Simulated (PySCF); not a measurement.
# [NH4]+ (SMILES [NH4+]) at CISD/STO-3G

What is the energy change on altering one bond length of [NH4]+ at CISD/STO-3G? 

The calculation is run with PySCF 2.14.0.

16 further runs of the same task are left out: 4 that didn't finish, 12 set aside as unsound or not needed.

## 1. The structure to begin with

[NH4]+ has 5 atoms, charge +1, and is taken as a singlet. As SMILES, `[NH4+]`. The shape is that of a GFN2-xTB optimisation.

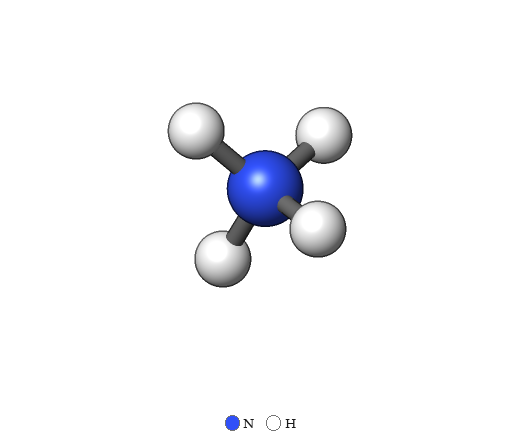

Viewed from a chosen angle; nitrogen blue, hydrogen white.

## 2. The energy at CISD/STO-3G

calc.py

```python
from pyscf import gto, scf, ci

mol = gto.Mole()
mol.atom = [
    ('N', (0.000080, 0.000050, -0.000010)),
    ('H', (0.455870, -0.450720, 0.805650)),
    ('H', (-0.977900, 0.217540, 0.236550)),
    ('H', (0.024080, -0.637350, -0.808220)),
    ('H', (0.497880, 0.870480, -0.233970)),
]
mol.verbose = 4
mol.basis = 'sto-3g'
mol.charge = 1
mol.spin = 0
mol.max_memory = 1860
mol.build()

hf = scf.RHF(mol)
hf.conv_tol = 1e-10
hf.kernel()
if not hf.converged:
    hf = hf.newton().run(hf.mo_coeff, hf.mo_occ)

cisd = ci.CISD(hf, frozen=1)
cisd.kernel()
e_final = cisd.e_tot
print(f'total energy: {e_final:.8f} hartree')
```

Command:

```console
OMP_NUM_THREADS=1 python calc.py
```

Log:

```text
PySCF version 2.14.0

[INPUT] num. atoms = 5
[INPUT] num. electrons = 10
[INPUT] charge = 1
[INPUT] spin (= nelec alpha-beta = 2S) = 0
[INPUT] symmetry False subgroup None
[INPUT] Mole.unit = angstrom
[INPUT] Symbol           X                Y                Z      unit          X                Y                Z       unit  Magmom
[INPUT]  1 N      0.000080000000   0.000050000000  -0.000010000000 AA    0.000151178090   0.000094486306  -0.000018897261 Bohr   0.0
[INPUT]  2 H      0.455870000000  -0.450720000000   0.805650000000 AA    0.861469448405  -0.851737358864   1.522457852256 Bohr   0.0
[INPUT]  3 H     -0.977900000000   0.217540000000   0.236550000000 AA   -1.847963177212   0.411091021138   0.447014714766 Bohr   0.0
[INPUT]  4 H      0.024080000000  -0.637350000000  -0.808220000000 AA    0.045504605080  -1.204416945492  -1.527314448396 Bohr   0.0
[INPUT]  5 H      0.497880000000   0.870480000000  -0.233970000000 AA    0.940856842898   1.644968796911  -0.442139221364 Bohr   0.0

nuclear repulsion = 16.2800316866987
number of shells = 7
number of NR pGTOs = 27
number of NR cGTOs = 9
basis = sto-3g
ecp = {}

******** <class 'pyscf.scf.hf.RHF'> ********
method = RHF
initial guess = minao
damping factor = 0
level_shift factor = 0
DIIS = <class 'pyscf.scf.diis.CDIIS'>
diis_start_cycle = 1
diis_space = 8
diis_damp = 0
SCF conv_tol = 1e-10
SCF conv_tol_grad = None
SCF max_cycles = 50
direct_scf = True
direct_scf_tol = 1e-13
Set gradient conv threshold to 1e-05
Initial guess from minao.
init E= -56.0617628875763
  HOMO = -0.569136036661167  LUMO = 0.438726652199115  gap/eV = 27.42534
cycle= 1 E= -55.8581781503478  delta_E= 0.204  |g|= 0.187  |ddm|= 2.16
  HOMO = -1.03951978151599  LUMO = 0.202995164072533  gap/eV = 33.81055
cycle= 2 E= -55.8674382769775  delta_E= -0.00926  |g|= 0.0482  |ddm|= 0.272
  HOMO = -1.00211810651929  LUMO = 0.228480340437135  gap/eV = 33.48629
cycle= 3 E= -55.8680752895089  delta_E= -0.000637  |g|= 0.000384  |ddm|= 0.0557
  HOMO = -1.00222055476137  LUMO = 0.228572126310813  gap/eV = 33.49157
cycle= 4 E= -55.8680753033179  delta_E= -1.38e-08  |g|= 3.72e-05  |ddm|= 0.00027
  HOMO = -1.00221414051124  LUMO = 0.228579470826696  gap/eV = 33.49160
cycle= 5 E= -55.8680753038531  delta_E= -5.35e-10  |g|= 7.94e-07  |ddm|= 7.23e-05
  HOMO = -1.00221560687302  LUMO = 0.228580449398629  gap/eV = 33.49167
cycle= 6 E= -55.8680753038534  delta_E= -2.84e-13  |g|= 3.22e-07  |ddm|= 1.5e-06
  HOMO = -1.00221521656681  LUMO = 0.228580127553197  gap/eV = 33.49165
Extra cycle  E= -55.8680753038534  delta_E= -1.42e-14  |g|= 7.25e-08  |ddm|= 4.55e-07
converged SCF energy = -55.8680753038534

******** <class 'pyscf.ci.cisd.RCISD'> ********
CISD nocc = 4, nmo = 8
frozen orbitals 1
max_cycle = 50
direct = 0
conv_tol = 1e-09
max_cycle = 50
max_space = 12
lindep = 0
nroots = 1
Init t2, MP2 energy = -0.061813420547311
RCISD converged
E(RCISD) = -55.94684053159835  E_corr = -0.07876522774498174
total energy: -55.94684053 hartree
```

Run time: 0.56 s. Hardware: 1 thread of Arm Neoverse V2, shared host; peak memory 0.1 GiB.

## 3. The distorted shape, same level

mol.xyz

```xyz
5
H4N
N     -0.019121     0.509992     0.646586
H      0.436669     0.059222     1.452246
H     -0.997101     0.727482     0.883146
H      0.024080    -0.637350    -0.808220
H      0.478679     1.380422     0.412626
```

input.py

```python
from pyscf import gto, scf, ci

mol = gto.Mole()
mol.atom = 'mol.xyz'
mol.basis = 'sto-3g'
mol.charge = 1
mol.max_memory = 1860
mol.verbose = 4
mol.build()

myscf = scf.RHF(mol)
myscf.conv_tol = 1e-10
myscf.kernel()
if not myscf.converged:
    myscf = myscf.newton().run(myscf.mo_coeff, myscf.mo_occ)

cisd = ci.CISD(myscf, frozen=1)
cisd.kernel()
e_final = cisd.e_tot
print('E(%s) = %.9f' % ('CISD', e_final))
```

Command:

```console
OMP_NUM_THREADS=1 python input.py
```

Log:

```text
PySCF version 2.14.0

[INPUT] num. atoms = 5
[INPUT] num. electrons = 10
[INPUT] charge = 1
[INPUT] spin (= nelec alpha-beta = 2S) = 0
[INPUT] symmetry False subgroup None
[INPUT] Mole.unit = angstrom
[INPUT] Symbol           X                Y                Z      unit          X                Y                Z       unit  Magmom
[INPUT]  1 N     -0.019121000000   0.509992000000   0.646586000000 AA   -0.036133453228   0.963745205719   1.221870455978 Bohr   0.0
[INPUT]  2 H      0.436669000000   0.059222000000   1.452246000000 AA    0.825184817088   0.111913360549   2.744347205495 Bohr   0.0
[INPUT]  3 H     -0.997101000000   0.727482000000   0.883146000000 AA   -1.884247808530   1.374741740551   1.668904068005 Bohr   0.0
[INPUT]  4 H      0.024080000000  -0.637350000000  -0.808220000000 AA    0.045504605080  -1.204416945492  -1.527314448396 Bohr   0.0
[INPUT]  5 H      0.478679000000   1.380422000000   0.412626000000 AA    0.904572211581   2.608619516324   0.779750131875 Bohr   0.0

nuclear repulsion = 14.3978243957684
number of shells = 7
number of NR pGTOs = 27
number of NR cGTOs = 9
basis = sto-3g
ecp = {}

******** <class 'pyscf.scf.hf.RHF'> ********
method = RHF
initial guess = minao
damping factor = 0
level_shift factor = 0
DIIS = <class 'pyscf.scf.diis.CDIIS'>
diis_start_cycle = 1
diis_space = 8
diis_damp = 0
SCF conv_tol = 1e-10
SCF conv_tol_grad = None
SCF max_cycles = 50
direct_scf = True
direct_scf_tol = 1e-13
Set gradient conv threshold to 1e-05
[... 1 set-up line as earlier in the session ...]
init E= -55.6200238954803
  HOMO = -0.329811473865723  LUMO = 0.00384086078281742  gap/eV = 9.07914
cycle= 1 E= -55.6655356690655  delta_E= -0.0455  |g|= 0.0719  |ddm|= 2.19
  HOMO = -0.751381824269903  LUMO = -0.196441167755022  gap/eV = 15.10070
cycle= 2 E= -55.6669816723945  delta_E= -0.00145  |g|= 0.0244  |ddm|= 0.106
  HOMO = -0.738329281825052  LUMO = -0.191836247540125  gap/eV = 14.87083
cycle= 3 E= -55.6672252774777  delta_E= -0.000244  |g|= 0.00714  |ddm|= 0.0414
  HOMO = -0.739964233366237  LUMO = -0.190122164569215  gap/eV = 14.96196
cycle= 4 E= -55.6672449389128  delta_E= -1.97e-05  |g|= 0.00066  |ddm|= 0.0113
  HOMO = -0.739931836939124  LUMO = -0.189807370898588  gap/eV = 14.96965
cycle= 5 E= -55.6672452055  delta_E= -2.67e-07  |g|= 7.16e-05  |ddm|= 0.00185
  HOMO = -0.739921443120793  LUMO = -0.189799419948918  gap/eV = 14.96958
cycle= 6 E= -55.667245208198  delta_E= -2.7e-09  |g|= 6.09e-06  |ddm|= 0.000197
  HOMO = -0.73992306763597  LUMO = -0.189803351977975  gap/eV = 14.96952
cycle= 7 E= -55.6672452082164  delta_E= -1.84e-11  |g|= 2.25e-07  |ddm|= 1.3e-05
  HOMO = -0.739923021064502  LUMO = -0.189803406255089  gap/eV = 14.96952
Extra cycle  E= -55.6672452082164  delta_E= -1.42e-14  |g|= 6.43e-08  |ddm|= 3.15e-07
converged SCF energy = -55.6672452082164

******** <class 'pyscf.ci.cisd.RCISD'> ********
CISD nocc = 4, nmo = 8
frozen orbitals 1
max_cycle = 50
direct = 0
conv_tol = 1e-09
max_cycle = 50
max_space = 12
lindep = 0
nroots = 1
Init t2, MP2 energy = -0.0899266810666448
RCISD converged
E(RCISD) = -55.78446610475363  E_corr = -0.117220896537193
E(CISD) = -55.784466105
```

Wall time 0.57 s (1 thread of Arm Neoverse V2, shared host); peak memory 0.1 GiB.

## 4. What came out

At CISD/STO-3G, 1 core orbital frozen:

| quantity | value |
| --- | --- |
| first shape: total energy | -55.94684 Eh |
| first shape: HOMO energy (Hartree–Fock orbitals) | -27.27 eV |
| first shape: LUMO energy (Hartree–Fock orbitals) | 6.22 eV |
| first shape: HOMO–LUMO gap (Hartree–Fock orbitals) | 33.49 eV |
| first shape: correlation energy (1 core orbital frozen) | -78.8 mEh |
| distorted shape: total energy | -55.78447 Eh |
| distorted shape: HOMO energy (Hartree–Fock orbitals) | -20.13 eV |
| distorted shape: LUMO energy (Hartree–Fock orbitals) | -5.16 eV |
| distorted shape: HOMO–LUMO gap (Hartree–Fock orbitals) | 14.97 eV |
| distorted shape: correlation energy (1 core orbital frozen) | -117.2 mEh |
| energy change with the N1–H4 bond stretched from 1.030 to 1.853 Å | 4.418 eV |

**Reading.** With the N1–H4 bond stretched from 1.030 to 1.853 Å the energy rises by 4.42 eV (102 kcal/mol). The first shape isn't relaxed at this level, so the change isn't measured from a minimum. The minimal basis adds a large error of its own. Mulliken charges (first shape) of the mean-field density run from -0.42 on N1 to +0.36 on H2; they depend strongly on the basis. Mulliken charges (distorted shape) of the mean-field density run from -0.37 on N1 to +0.47 on H4; they depend strongly on the basis.
